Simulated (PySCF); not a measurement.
## Run report: B2PH5, geometry relaxation (part 3 of 3)

B2PH5, SMILES BPB; HF/STO-6G, RHF (PySCF 2.14.0). The atoms were displaced at random from an optimised geometry.

Geometry of the input (Å):
```
B  0.0000  0.0000  0.0000
P  1.8545  0.0000  0.0000
B  2.8846  0.0000  1.4690
H  -0.6466  0.1329  -0.7444
H  -0.3257  -0.2119  1.1156
H  2.4257  0.2414  -1.0999
H  4.1148  0.1068  1.2690
H  2.4716  -0.2957  2.5662
```

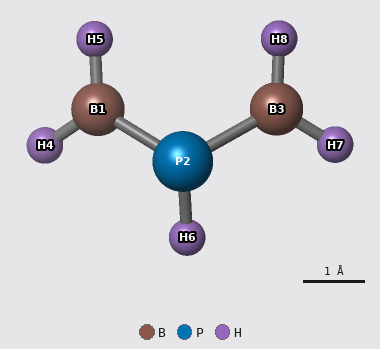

*The geometry at step 13 of the log (ball-and-stick view, seen at a tilt; atoms are numbered from 1 in the order of the input).*

**Trajectory as extended XYZ, continued**
```
8
Properties=species:S:1:pos:R:3:forces:R:3 step=12 energy=-10658.46426
B     0.1588   -0.0283    0.1604    0.0115  -0.0185  -0.0062
P     1.8971   -0.4994   -0.0894   -0.0107  -0.0011   0.0163
B     2.8456   -0.0541    1.3964    0.0057   0.0125  -0.0097
H    -0.4623    0.4289   -0.6967    0.0024   0.0103   0.0017
H    -0.3594   -0.2524    1.1652    0.0005   0.0031   0.0013
H     2.3766    0.2656   -1.1162    0.0020   0.0024  -0.0017
H     3.9060    0.3921    1.3137   -0.0124  -0.0055   0.0002
H     2.4164   -0.2790    2.4422    0.0009  -0.0033  -0.0018
8
Properties=species:S:1:pos:R:3:forces:R:3 step=13 energy=-10658.46432
B     0.1611   -0.0304    0.1610   -0.0047   0.0140   0.0026
P     1.8978   -0.5049   -0.0908    0.0026  -0.0057   0.0046
B     2.8430   -0.0536    1.3952   -0.0025  -0.0030   0.0006
H    -0.4575    0.4357   -0.6931   -0.0027  -0.0018  -0.0024
H    -0.3575   -0.2538    1.1658    0.0008  -0.0066  -0.0026
H     2.3764    0.2632   -1.1159   -0.0004  -0.0006  -0.0032
H     3.9008    0.3974    1.3123    0.0062   0.0041   0.0018
H     2.4147   -0.2801    2.4410    0.0009  -0.0003  -0.0013
8
Properties=species:S:1:pos:R:3:forces:R:3 step=14 energy=-10658.46434
B     0.1610   -0.0294    0.1611   -0.0018  -0.0022  -0.0003
P     1.8976   -0.5052   -0.0904    0.0006   0.0015  -0.0008
B     2.8432   -0.0534    1.3952    0.0023  -0.0011   0.0014
H    -0.4577    0.4366   -0.6931   -0.0001   0.0013   0.0000
H    -0.3580   -0.2552    1.1651   -0.0003   0.0005   0.0000
H     2.3764    0.2622   -1.1160    0.0001  -0.0009  -0.0003
H     3.9011    0.3980    1.3125    0.0000   0.0008  -0.0004
H     2.4153   -0.2801    2.4411   -0.0007   0.0001   0.0004
```

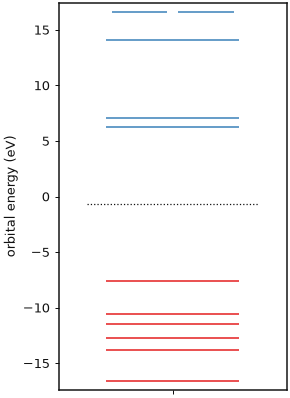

*Orbital energies near the frontier; the dotted line parts filled from empty levels, and levels within 0.02 eV of each other stand side by side.*

Highest filled −7.60 eV, lowest empty 6.23 eV, 13.83 eV apart.
